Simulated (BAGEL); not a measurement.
**BH3O (SMILES BO) at HF/3-21G (density fitting with qzvpp-jkfit)**

What is the vertical singlet–triplet gap of BH3O at HF/3-21G (density fitting with qzvpp-jkfit)? 

The calculation is run with BAGEL 1.2.2.

**1. The structure to begin with**

BH3O: 5 atoms, total charge 0, spin state singlet. As SMILES, `BO`. The shape is that of a PBE0-D4/def2-TZVP optimisation.

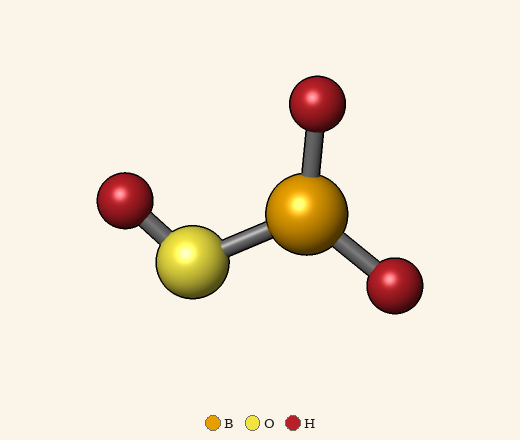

The structure, seen from a chosen angle (boron amber, oxygen yellow, hydrogen red).

**2. A single-point energy at HF/3-21G (density fitting with qzvpp-jkfit)**

input.json reads:

```json
{ "bagel" : [

{
  "title" : "molecule",
  "basis" : "3-21g",
  "df_basis" : "qzvpp-jkfit",
  "angstrom" : true,
  "geometry" : [
    { "atom" : "B", "xyz" : [   -0.226600,   -0.352800,    0.074700 ] },
    { "atom" : "O", "xyz" : [    0.413500,    0.801800,    0.345900 ] },
    { "atom" : "H", "xyz" : [   -0.820300,   -0.865500,    0.977800 ] },
    { "atom" : "H", "xyz" : [   -0.190600,   -0.828900,   -1.028100 ] },
    { "atom" : "H", "xyz" : [    0.874000,    1.171800,   -0.411700 ] }
  ]
},
{ "title" : "hf" },
{ "title" : "print", "file" : "orbitals.molden", "orbitals" : true }

]}
```

Command:

```sh
BAGEL_NUM_THREADS=1 BAGEL input.json > input.out
```

Output:

```text
* using 1 threads per process

  ===============================================================
  ===============================================================

  *** Geometry ***

  { "atom" : "B", "xyz" : [     -0.428212,     -0.666695,      0.141163 ] },
  { "atom" : "O", "xyz" : [      0.781402,      1.515182,      0.653656 ] },
  { "atom" : "H", "xyz" : [     -1.550142,     -1.635558,      1.847774 ] },
  { "atom" : "H", "xyz" : [     -0.360182,     -1.566394,     -1.942827 ] },
  { "atom" : "H", "xyz" : [      1.651621,      2.214381,     -0.778000 ] },

  Number of auxiliary basis functions:      206

  Since a DF basis is specified, we compute 2- and 3-index integrals:
    o Being stored without compression. Storage requirement is 0.001 GB

  Number of basis functions:       24
  Number of electrons      :       16

    * METHOD: MOLECULE                             0.05

  *** RHF ***

  === Nuclear Repulsion ===
    30.4046879546

      * DIIS with orbital gradients will be used.

  === RHF iteration (3-21g) ===
      0       -100.67704663          0.04532361           0.00
      1       -100.73406380          0.02766713           0.00
      2       -100.75947040          0.00264362           0.00
      3       -100.75995468          0.00026126           0.00
      4       -100.75996262          0.00004820           0.00
      5       -100.75996290          0.00001224           0.00
      6       -100.75996292          0.00000319           0.00
      7       -100.75996292          0.00000076           0.00
      8       -100.75996292          0.00000016           0.00
      9       -100.75996292          0.00000004           0.00
     10       -100.75996292          0.00000002           0.00
     11       -100.75996292          0.00000000           0.00
    * SCF iteration converged.

    * Permanent dipole moment:
           (   -0.308268,    -0.163875,     0.680911) a.u.

    * METHOD: HF                                   0.09

    * METHOD: PRINT                                0.00

  ===============================================================
```

It took 0.3 s on 1 thread of Arm Neoverse N1, shared host.

**3. The triplet**

hf.json reads:

```json
{ "bagel": [

{
  "title": "molecule",
  "basis": "3-21g",
  "df_basis": "qzvpp-jkfit",
  "angstrom": true,
  "geometry": [
    { "atom": "B", "xyz": [   -0.226600,   -0.352800,    0.074700 ] },
    { "atom": "O", "xyz": [    0.413500,    0.801800,    0.345900 ] },
    { "atom": "H", "xyz": [   -0.820300,   -0.865500,    0.977800 ] },
    { "atom": "H", "xyz": [   -0.190600,   -0.828900,   -1.028100 ] },
    { "atom": "H", "xyz": [    0.874000,    1.171800,   -0.411700 ] }
  ]
},
{
  "title": "uhf",
  "nopen": 2
},
{
  "title": "print",
  "file": "orbitals.molden",
  "orbitals": true
}

]}
```

Command:

```sh
BAGEL_NUM_THREADS=1 BAGEL hf.json > hf.out
```

Output:

```text
* using 1 threads per process

  ===============================================================
  ===============================================================

  *** Geometry ***

  { "atom" : "B", "xyz" : [     -0.428212,     -0.666695,      0.141163 ] },
  { "atom" : "O", "xyz" : [      0.781402,      1.515182,      0.653656 ] },
  { "atom" : "H", "xyz" : [     -1.550142,     -1.635558,      1.847774 ] },
  { "atom" : "H", "xyz" : [     -0.360182,     -1.566394,     -1.942827 ] },
  { "atom" : "H", "xyz" : [      1.651621,      2.214381,     -0.778000 ] },

  Number of auxiliary basis functions:      206

  Since a DF basis is specified, we compute 2- and 3-index integrals:
    o Being stored without compression. Storage requirement is 0.001 GB

  Number of basis functions:       24
  Number of electrons      :       16

    * METHOD: MOLECULE                             0.05

  *** Open-shell HF ***

  === Nuclear Repulsion ===
    30.4046879546

      * DIIS with orbital gradients will be used.

  === UHF iteration (3-21g) ===
      0       -100.41831396          0.09135298           0.00
      1       -100.48305104          0.05644011           0.00
      2       -100.50121963          0.03748239           0.00
      3       -100.51334209          0.00157051           0.00
      4       -100.51356998          0.00040780           0.00
      5       -100.51359842          0.00021851           0.00
      6       -100.51360538          0.00017081           0.00
      7       -100.51361066          0.00013215           0.00
      8       -100.51361545          0.00008901           0.00
      9       -100.51361852          0.00002367           0.00
     10       -100.51361865          0.00000760           0.00
     11       -100.51361866          0.00000243           0.00
     12       -100.51361866          0.00000135           0.00
     13       -100.51361866          0.00000092           0.00
     14       -100.51361866          0.00000044           0.00
     15       -100.51361866          0.00000023           0.00
     16       -100.51361866          0.00000016           0.00
     17       -100.51361866          0.00000006           0.00
     18       -100.51361866          0.00000003           0.00
     19       -100.51361866          0.00000001           0.00
     20       -100.51361866          0.00000001           0.00
    * SCF iteration converged.

    * S^2 (UHF) is 2.0151

    * Permanent dipole moment:
           (   -0.214547,     0.008775,     0.726577) a.u.

    * METHOD: UHF                                  0.15

    * METHOD: PRINT                                0.00

  ===============================================================
```

Run time: 0.36 s. Hardware: 1 thread of Arm Neoverse N1, shared host.

**4. Outcome**

At HF/3-21G (density fitting with qzvpp-jkfit):

| quantity | value |
| --- | --- |
| singlet: total energy | -100.75996 Eh |
| singlet: dipole moment | 1.94 D |
| singlet: HOMO energy | -12.41 eV |
| singlet: LUMO energy | 3.91 eV |
| singlet: HOMO–LUMO gap | 16.32 eV |
| triplet: total energy | -100.51362 Eh |
| triplet: dipole moment | 1.93 D |
| triplet: ⟨S²⟩ | 2.015 |
| vertical energy of the triplet above the singlet | 6.703 eV |

At this shape the triplet lies 6.70 eV (647 kJ/mol) above the singlet.
